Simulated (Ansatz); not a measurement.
Phonon calculation, with input and output: WH₆ClOF

WH₆ClOF, computed with RKS PBE0-D4/def2-SVP (Ansatz 0.2.0).

It belongs to a series of runs on one base structure; here: vibrations at the highest image of the band. Figures and captions count atoms from 1; the log counts them from 0 in places.

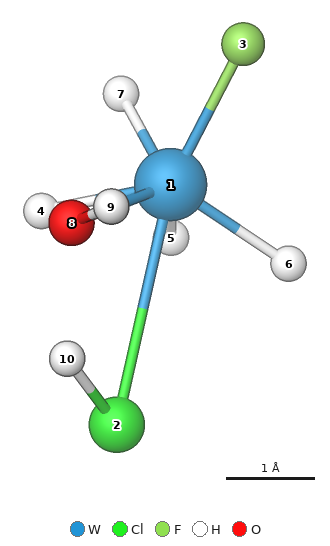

The input geometry (ball-and-stick view, seen at an oblique angle; atoms are numbered from 1 in the order of the input). Sticks mark near contacts. Bond lengths as drawn: Cl–H 1.35 Å, Cl–W 2.81 Å, F–W 1.88 Å, H–O 0.97 Å, H–W 1.66 to 1.69 Å and O–W 1.99 Å.

## Input
```yaml
crystal:
  periodic: [false, false, false]
  atoms:
    - { symbol: W, position_ang: [0.571359, 0.023907, -0.001346] }
    - { symbol: Cl, position_ang: [-0.54785, 0.494392, 2.537928] }
    - { symbol: F, position_ang: [1.865925, -0.606428, -1.207533] }
    - { symbol: H, position_ang: [-0.450021, 1.335021, -0.062955] }
    - { symbol: H, position_ang: [-1.070031, -0.283198, -0.125332] }
    - { symbol: H, position_ang: [0.005049, -1.435426, 0.634522] }
    - { symbol: H, position_ang: [-0.118882, 0.444061, -1.447544] }
    - { symbol: O, position_ang: [1.577273, 1.378076, 1.047867] }
    - { symbol: H, position_ang: [2.480327, 1.084718, 1.248239] }
    - { symbol: H, position_ang: [0.53065, 1.261276, 2.263153] }
basis:
  gaussian: { orbitals: def2-SVP }
hamiltonian:
  xc: pbe0
  dispersion: d4
phonons: {}
```

Run on 2 threads of Arm Neoverse N1, 54 GiB of memory available, shared host.

Launch command:
```bash
ansatz run input.yaml --threads 2 --pin off --max-ram 3072MiB --backend cpu --events-out ev --progress --plain --runs-dir out
```

## Log
```
Engine: ansatz 0.2.0, aarch64-unknown-linux-gnu
Functional definition: PBE0
  parameter a = 0.25
  parameter kappa = 0.804
  parameter beta = 0.06672455060314922
  exchange = (1 - a)*pbe_x(kappa = kappa, mu = beta*pi^2/3) + a*exact_x
  correlation = pbe_c(beta = beta)
1134 factors; integrals over basis functions are off by at most 4.7e-4 eV
mean field evaluation 1: about -19188.2262 eV, gradient 5.3e1 eV
mean field evaluation 2: about -19171.3758 eV, gradient 1.1e2 eV
mean field evaluation 4: about -19193.1474 eV, gradient 4.9e0 eV
mean field evaluation 8: about -19193.2684 eV, gradient 3.3e-1 eV
mean field evaluation 16: about -19193.2687 eV, gradient 7.7e-5 eV
mean field -19193.26869332 eV, -705.3396148148 hartree, gradient 7.6e-5 eV, S^2 0.000000; 0 other end points of the search recorded, 0 dependent functions left out
the calculation of the forces begins
reference -19193.26873872 eV, -705.3396164830 hartree; 27, 27 occupied and 81, 81 virtual orbitals, 1134 factors
these checks for a lower state are left out or cut short: stability, starts, cluster_reference, orbital_swaps, neighbouring_geometries, increment
1134 factors; integrals over basis functions are off by at most 4.8e-4 eV
mean field -19193.26856470 eV, -705.3396100881 hartree, gradient 2.6e-6 eV, S^2 0.000000; 0 other end points of the search recorded, 0 dependent functions left out
[... from here on the field's lines of each further geometry are left out, up to the last ...]
the calculation of the forces begins
reference -19193.26873469 eV, -705.3396163351 hartree; 27, 27 occupied and 81, 81 virtual orbitals, 1134 factors
these checks for a lower state are left out or cut short: stability, starts, cluster_reference, orbital_swaps, neighbouring_geometries, increment
1134 factors; integrals over basis functions are off by at most 4.7e-4 eV
mean field -19193.26868856 eV, -705.3396146399 hartree, gradient 2.7e-6 eV, S^2 0.000000; 0 other end points of the search recorded, 0 dependent functions left out
the calculation of the forces begins
reference -19193.26873396 eV, -705.3396163081 hartree; 27, 27 occupied and 81, 81 virtual orbitals, 1134 factors
WARN: phonons: modes at or below zero, which the zero-point energy, F, S and C_V leave out: 1, the lowest at -113.20 cm⁻¹. A minimum has none, and a first-order saddle one
Total energy: -19193.46419375 eV, -705.3467993231 hartree
Atom 0 at     0.571359     0.023907    -0.001346 Å, force     0.012478    -0.002964    -0.003796 eV/Å
Atom 1 at    -0.547850     0.494392     2.537928 Å, force     0.009876     0.009953    -0.002859 eV/Å
Atom 2 at     1.865925    -0.606428    -1.207533 Å, force    -0.006422     0.004761     0.006201 eV/Å
Atom 3 at    -0.450021     1.335021    -0.062955 Å, force     0.000389    -0.001066    -0.000592 eV/Å
Atom 4 at    -1.070031    -0.283198    -0.125332 Å, force    -0.002832     0.001786    -0.000289 eV/Å
Atom 5 at     0.005049    -1.435426     0.634522 Å, force     0.000867    -0.001147    -0.000180 eV/Å
Atom 6 at    -0.118882     0.444061    -1.447544 Å, force    -0.000254    -0.000609     0.000401 eV/Å
Atom 7 at     1.577273     1.378076     1.047867 Å, force    -0.007337    -0.000054     0.007493 eV/Å
Atom 8 at     2.480327     1.084718     1.248239 Å, force     0.000336    -0.002204    -0.004725 eV/Å
Atom 9 at     0.530650     1.261276     2.263153 Å, force    -0.007102    -0.008455    -0.001653 eV/Å
Dipole moment:     0.382567     0.034694     0.392108 e Å
Vibrations: -113.20 129.27 147.92 170.00 292.90 435.20 493.49 603.70 644.15 672.23 708.28 731.50 830.41 867.36 900.59 941.24 1004.76 1147.83 2089.69 2121.88 2139.83 2166.64 2217.43 3804.63 cm⁻¹, zero-point energy 1.565978 eV
```

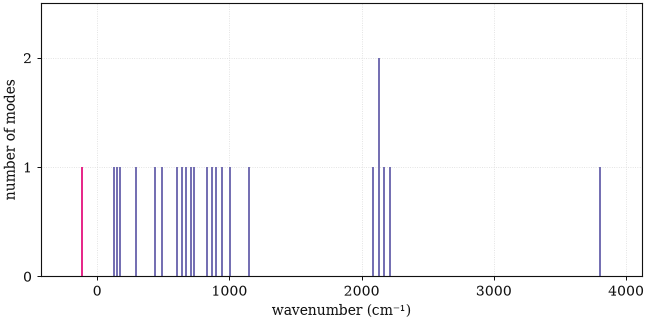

Harmonic vibrational wavenumbers from the force constants; neighbouring modes closer than 18 cm⁻¹ are counted in one stick, and imaginary ones are drawn at negative wavenumbers. 24 modes from 113i to 3805 cm⁻¹, 1 imaginary beyond 8i (113i cm⁻¹): a first-order saddle point, if the geometry is stationary.

## Summary

```tsv
quantity	value
outcome	converged
total energy	−19193.4642 eV
mean-field energy	−19193.2687 eV
largest force (length of the vector)	0.014 eV/Å
wall time	4.3 min (CPU time 8.2 min)
peak memory	0.24 GiB
```
